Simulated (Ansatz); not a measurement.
The figure comes from a scan of Sr (fcc, Cu type): a phonon pattern at L = (0.5, 0.0, 0.0) is frozen into a 2-atom cell, Q being the largest atomic displacement. Method: PBE (plane waves to 420 eV, PAW, scalar-relativistic; Ansatz, a program for electronic structure). k mesh 13×13×13 (Γ-centred), Fermi-Dirac smearing 0.05 eV. With partly filled bands, energies and forces of such displacements shift with the k mesh and the smearing. Sr was relaxed with its symmetry unable to fall. 

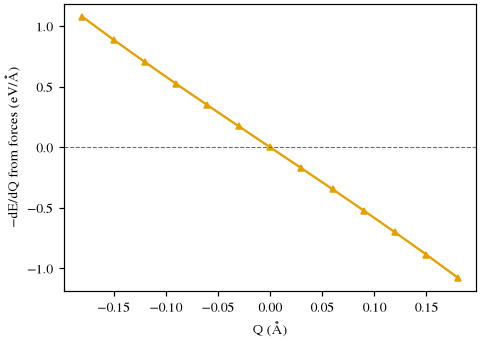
*−dE/dQ from forces (eV/Å) against Q (Å); markers are the computed points, lines only join them.*

### Question
List the plotted points as numbers.

### Answer
To the nearest 0.05:

```tsv
Q (Å)	−dE/dQ from forces (eV/Å)
-0.180	1.10
-0.150	0.90
-0.120	0.70
-0.090	0.50
-0.060	0.35
-0.030	0.15
0.000	0.00
0.030	-0.15
0.060	-0.35
0.090	-0.50
0.120	-0.70
0.150	-0.90
0.180	-1.10
```

(For displaced atoms, the force is minus the slope of the energy, and its curvature is a force constant, which sets phonon frequencies.)
